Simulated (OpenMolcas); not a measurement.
## C$_{2}$H$_{5}$Al: excited-state calculation (part 3 of 3)

Continued. System: C$_{2}$H$_{5}$Al (AlH2(vinyl)). Method: MC-PDFT (ftrevPBE)/ANO-XS-VDZ, DKH2 (OpenMolcas 26.06). The geometry comes from this level: GFN2-xTB.

Geometry of the input (Å):
```
Al 0.7579  1.2432  -0.4127
H  2.3056  1.3308  -0.3727
H  0.0675  2.6319  -0.4261
C  -0.2363  -0.4704  -0.4325
C  -0.6832  -1.0723  0.6781
H  -0.4647  -1.0057  -1.3622
H  -0.5225  -0.6464  1.6595
H  -1.2243  -2.0112  0.6686
```

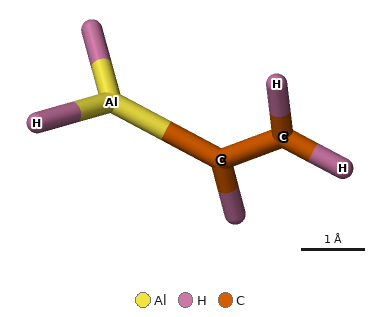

Figure 1. The structure (stick view, seen at a tilt). Sticks mark near contacts.

**Log, continued**
```
      Charge (e):
                      =   -0.0000
      Dipole Moment (debye):
      Origin of the operator (angstrom)=    0.1710    0.2737   -0.1432
                   X= -3.1324E-01               Y= -4.8973E-01               Z=  4.0064E-01           Total=  7.0602E-01
      Quadrupole Moment (debye*angstrom):
      Origin of the operator (angstrom)=    0.1710    0.2737   -0.1432
                  XX= -2.7618E+01              XY=  1.6300E+00              XZ= -3.1960E-01              YY= -2.5846E+01
                  YZ= -3.9702E-01              ZZ= -3.0428E+01
      In traceless form (debye*angstrom)
                  XX=  5.1890E-01              XY=  2.4450E+00              XZ= -4.7939E-01              YY=  3.1768E+00
                  YZ= -5.9553E-01              ZZ= -3.6957E+00
--

      LoProp population analysis for root number:  2
      -----------------------------------------------

++    LoProp analysis:
      ----------------

++    Static properties:
      ------------------

      LoProp Charges per center

                   AL1      H2       H3       C4       C5       H6       H7       H8
      Nuclear     13.0000   1.0000   1.0000   6.0000   6.0000   1.0000   1.0000   1.0000
      Electronic -12.8477  -0.9910  -0.9913  -6.3933  -6.1873  -0.8587  -0.8643  -0.8665

      Total        0.1523   0.0090   0.0087  -0.3933  -0.1873   0.1413   0.1357   0.1335
--

      Natural Bond Order analysis for root number:  2

++    Natural Bond Order analysis
      ---------------------------
      Based on LoProp computed density
      -------------------------------------------------------------------------------------
      Atom A       Atom B       Bond Order
      -------------------------------------------------------------------------------------
      NBO located      0.991 non-bonded electrons on atom AL1
      NBO located      1.000 non-bonded electrons on atom AL1
      NBO located      1.000 non-bonded electrons on atom AL1
      NBO located      0.994 non-bonded electrons on atom AL1
      NBO located      0.996 non-bonded electrons on atom AL1
      NBO located      0.999 non-bonded electrons on atom C4
      NBO located      1.005 non-bonded electrons on atom C5
      The remaining    9.940 electrons are to be considered as diffuse
--

--

      Von Neumann Entropy (Root   3) =  1.63507

      Mulliken population analysis for root number:  3
      -----------------------------------------------

++    Molecular charges:
      ------------------

      Mulliken charges per centre and basis function type
      ---------------------------------------------------

                AL1     H2      H3      C4      C5      H6      H7      H8
      1s       2.0000  1.1615  1.1605  1.9973  1.9969  0.7815  0.8020  0.7925
      2s       2.0006 -0.0086 -0.0087  1.3722  1.3146  0.0072  0.0114  0.0078
      2px      2.0004  0.0000  0.0000  1.0253  0.9342  0.0000  0.0000  0.0000
      2pz      2.0002  0.0000  0.0000  1.0275  0.9842  0.0000  0.0000  0.0000
      2py      2.0008  0.0000  0.0000  0.9171  1.0039  0.0000  0.0000  0.0000
      3s       0.9707  0.0000  0.0000  0.0007 -0.0025  0.0000  0.0000  0.0000
      3px      0.4804  0.0000  0.0000 -0.0087 -0.0073  0.0000  0.0000  0.0000
      3pz      1.0022  0.0000  0.0000  0.0019  0.0097  0.0000  0.0000  0.0000
      3py      0.2553  0.0000  0.0000 -0.0158 -0.0148  0.0000  0.0000  0.0000
      4s      -0.0023  0.0000  0.0000  0.0000  0.0000  0.0000  0.0000  0.0000
      4px      0.0253  0.0000  0.0000  0.0000  0.0000  0.0000  0.0000  0.0000
      4pz     -0.0014  0.0000  0.0000  0.0000  0.0000  0.0000  0.0000  0.0000
      4py      0.0243  0.0000  0.0000  0.0000  0.0000  0.0000  0.0000  0.0000
      Total   12.7565  1.1529  1.1519  6.3175  6.2189  0.7887  0.8134  0.8003

      N-E      0.2435 -0.1529 -0.1519 -0.3175 -0.2189  0.2113  0.1866  0.1997

      Total electronic charge=   30.000000

      Total            charge=   -0.000000
--

      Expectation values of various properties for root number:  3
      -----------------------------------------------------------

++    Molecular properties:
      ---------------------

      Charge (e):
                      =   -0.0000
      Dipole Moment (debye):
      Origin of the operator (angstrom)=    0.1710    0.2737   -0.1432
                   X= -2.5441E+00               Y= -4.2752E+00               Z=  5.9541E-01           Total=  5.0104E+00
      Quadrupole Moment (debye*angstrom):
      Origin of the operator (angstrom)=    0.1710    0.2737   -0.1432
                  XX= -3.1901E+01              XY=  1.8651E+00              XZ= -1.9706E-01              YY= -2.9699E+01
                  YZ=  2.0102E-01              ZZ= -3.0217E+01
      In traceless form (debye*angstrom)
                  XX= -1.9432E+00              XY=  2.7977E+00              XZ= -2.9560E-01              YY=  1.3601E+00
                  YZ=  3.0153E-01              ZZ=  5.8309E-01
--

      LoProp population analysis for root number:  3
      -----------------------------------------------

++    LoProp analysis:
      ----------------

++    Static properties:
      ------------------

      LoProp Charges per center

                   AL1      H2       H3       C4       C5       H6       H7       H8
      Nuclear     13.0000   1.0000   1.0000   6.0000   6.0000   1.0000   1.0000   1.0000
      Electronic -12.9980  -1.0896  -1.0887  -6.1377  -6.1601  -0.8317  -0.8526  -0.8417

      Total        0.0020  -0.0896  -0.0887  -0.1377  -0.1601   0.1683   0.1474   0.1583
--

      Natural Bond Order analysis for root number:  3

++    Natural Bond Order analysis
      ---------------------------
      Based on LoProp computed density
      -------------------------------------------------------------------------------------
      Atom A       Atom B       Bond Order
      -------------------------------------------------------------------------------------
      NBO located      0.992 non-bonded electrons on atom AL1
      NBO located      1.000 non-bonded electrons on atom AL1
      NBO located      1.000 non-bonded electrons on atom AL1
      NBO located      0.997 non-bonded electrons on atom AL1
      NBO located      0.996 non-bonded electrons on atom AL1
      NBO located      1.003 non-bonded electrons on atom C4
      NBO located      1.005 non-bonded electrons on atom C5
      The remaining   10.057 electrons are to be considered as diffuse
--

--

      Average orbitals are written to the RASORB file
      Natural orbitals for root   1 are written to the RASORB.1 file
      Natural orbitals for root   2 are written to the RASORB.2 file
      Natural orbitals for root   3 are written to the RASORB.3 file
      Spin density orbitals for root   1 are written to the SPDORB.1 file
      Spin density orbitals for root   2 are written to the SPDORB.2 file
      Spin density orbitals for root   3 are written to the SPDORB.3 file

--- Stop Module: rasscf /rc=_RC_ALL_IS_WELL_ ---
           step17.RasOrb.2 step17.RasOrb.3 step17.rasscf.h5 step17.SpdOrb.1 step17.SpdOrb.2 step17.SpdOrb.3 xmldump
--- Module rasscf spent 6 seconds ---

--- Start Module: mcpdft ---

                                              &MCPDFT

                       available to each process: 1.9 GB of memory, 1 thread

 ###############################################################################
 ###    WARNING: Deprecation warning: KSDF should be replaced                ###
 ###    with FUNC keyword                                                    ###
 ###############################################################################

++    Wave function specifications:
      -----------------------------

      Number of closed shell electrons          20
      Number of electrons in active shells      10
      Max number of holes in RAS1 space          0
      Max nr of electrons in RAS3 space          0
      Number of inactive orbitals               10
      Number of active orbitals                 10
      Number of secondary orbitals              21
      Spin quantum number                      0.0
      State symmetry                             1
      Number of CSFs                         19404
      Number of RASSCF root(s) available         3
--

++    Orbital specifications:
      -----------------------

      Symmetry species                           1
                                                 a
      Frozen orbitals                            0
      Inactive orbitals                         10
      Active orbitals                           10
      RAS1 orbitals                              0
      RAS2 orbitals                             10
      RAS3 orbitals                              0
      Secondary orbitals                        21
      Deleted orbitals                           0
      Number of basis functions                 41
--

++    MCPDFT specifications:
      ----------------------

      Cholesky decomposition                     Off
      Type of calculation                        MS-PDFT
      On-Top Functional                          FT:REVPBE
      Exchange scaling factor                    1.00
      Correlation scaling factor                 1.00
      Wave function energy weight                0.00
--

      Numerical integration parameters
      --------------------------------
      Radial quadrature type:                         MHL
      Size of radial grid:                            75
      Lebedev angular grid:                           29
      Angular grid pruned with the crowding factor:  3.00E+00
                                 and fading factor:  6.00E+00
      Screening threshold for integral computation:   1.00E-11
      Radial quadrature accuracy:                     1.00E-25
      Maximum batch size:                             128
      AO values are stored on disk

++    DFT functional specifications:
      ------------------------------
      Using Libxc version: 6.2.2
      Please cite the following reference:
      S. Lehtola, C. Steigemann, M. J.T. Oliveira, and M. A.L. Marques.,  SoftwareX 7, 1–5 (2018) doi:10.1016/j.softx.2017.11.002

      * Revised PBE from Zhang & Yang
        - Y. Zhang and W. Yang.,  Phys. Rev. Lett. 80, 890 (1998) doi:10.1103/PhysRevLett.80.890
      * Perdew, Burke & Ernzerhof
        - J. P. Perdew, K. Burke, and M. Ernzerhof.,  Phys. Rev. Lett. 77, 3865 (1996) doi:10.1103/PhysRevLett.77.3865
        - J. P. Perdew, K. Burke, and M. Ernzerhof.,  Phys. Rev. Lett. 78, 1396 (1997) doi:10.1103/PhysRevLett.78.1396
--
   File JOBOLD not found -- use JOBIPH.
      The MO-coefficients are taken from the file:
      JOBIPH
 Reference MC-SCF energies taken from diagonal elements of
 effective Hamiltonian

++    CMS-PDFT INTERMEDIATE STATE 0001
      --------------------------------

      MCSCF reference energy                                             -320.99957961

      Integrated total density:                                                 30.000
      Integrated alpha density before functional transformation:                15.000
      Integrated  beta density before functional transformation:                15.000
      Integrated alpha density  after functional transformation:                17.766
      Integrated  beta density  after functional transformation:                12.234
      Integrated alpha tau     before functional transformation:                 0.000
      Integrated  beta tau     before functional transformation:                 0.000
      Integrated alpha tau      after functional transformation:                 0.000
      Integrated  beta tau      after functional transformation:                 0.000
      NOTE:
      Densities after transformation are intermediate quantities
      and should not be interpreted as real spin densities

      Exchange energy scaling factor                                          1.000000
      Correlation energy scaling factor                                       1.000000

      Integrated alpha exchange energy                                      -18.179534
      Integrated beta  exchange energy                                      -12.364275
      Integrated  correlation   energy                                       -0.973295

      Nuclear Repulsion energy                                             83.04632751
      CASSCF contribution energy                                         -290.50254379
      On-top energy                                                       -31.51710448

      Total MCPDFT energy for state   1                                  -322.01964828
--

++    CMS-PDFT INTERMEDIATE STATE 0002
      --------------------------------

      MCSCF reference energy                                             -320.81285669

      Integrated total density:                                                 30.000
      Integrated alpha density before functional transformation:                15.000
      Integrated  beta density before functional transformation:                15.000
      Integrated alpha density  after functional transformation:                18.082
      Integrated  beta density  after functional transformation:                11.918
      Integrated alpha tau     before functional transformation:                 0.000
      Integrated  beta tau     before functional transformation:                 0.000
      Integrated alpha tau      after functional transformation:                 0.000
      Integrated  beta tau      after functional transformation:                 0.000
      NOTE:
      Densities after transformation are intermediate quantities
      and should not be interpreted as real spin densities

      Exchange energy scaling factor                                          1.000000
      Correlation energy scaling factor                                       1.000000

      Integrated alpha exchange energy                                      -18.191179
      Integrated beta  exchange energy                                      -12.245370
      Integrated  correlation   energy                                       -0.961541

      Nuclear Repulsion energy                                             83.04632751
      CASSCF contribution energy                                         -290.45497360
      On-top energy                                                       -31.39809045

      Total MCPDFT energy for state   2                                  -321.85306405
--

++    CMS-PDFT INTERMEDIATE STATE 0003
      --------------------------------

      MCSCF reference energy                                             -320.80677660

      Integrated total density:                                                 30.000
      Integrated alpha density before functional transformation:                15.000
      Integrated  beta density before functional transformation:                15.000
      Integrated alpha density  after functional transformation:                18.173
      Integrated  beta density  after functional transformation:                11.827
      Integrated alpha tau     before functional transformation:                 0.000
      Integrated  beta tau     before functional transformation:                 0.000
      Integrated alpha tau      after functional transformation:                 0.000
      Integrated  beta tau      after functional transformation:                 0.000
      NOTE:
      Densities after transformation are intermediate quantities
      and should not be interpreted as real spin densities

      Exchange energy scaling factor                                          1.000000
      Correlation energy scaling factor                                       1.000000

      Integrated alpha exchange energy                                      -18.208310
      Integrated beta  exchange energy                                      -12.166005
      Integrated  correlation   energy                                       -0.956374

      Nuclear Repulsion energy                                             83.04632751
      CASSCF contribution energy                                         -290.49204466
      On-top energy                                                       -31.33068889

      Total MCPDFT energy for state   3                                  -321.82273356
--

++       CMS-PDFT FINAL RESULTS
      -------------------------

      CMS-PDFT Effective Hamiltonian
      (diagonal values increased by   320.00 hartree)
       -2.019648 -0.002687  0.002253
       -0.002687 -1.853064  0.000056
        0.002253  0.000056 -1.822734

::    MSPDFT root number  1 Total energy:   -322.01971740
::    MSPDFT root number  2 Total energy:   -321.85302073
::    MSPDFT root number  3 Total energy:   -321.82270775

      CMS-PDFT Eigenvectors:

      Intermediate-state Basis
       Root    1      Root    2      Root    3
       -0.999805      -0.016133       0.011430
       -0.016124       0.999870       0.000834
        0.011442      -0.000649       0.999934

      Reference-state Basis
       Root    1      Root    2      Root    3
       -0.999998      -0.001738      -0.000245
       -0.001737       0.999993      -0.003221
       -0.000251       0.003220       0.999995
--

--- Stop Module: mcpdft /rc=_RC_ALL_IS_WELL_ ---
--- Module mcpdft spent 2 seconds ---

.##################.
.# Happy landing! #.
.##################.

    Timing: Wall=9.65 User=8.84 System=0.64
```

**Results in brief**

- outcome: converged
- total energy: −322.019717 hartree
- basis functions: 41
- hardware: 1 thread of Arm Neoverse V2, 24 GiB of memory available, shared host
- wall time: 9.9 s
- peak memory: 0.38 GiB
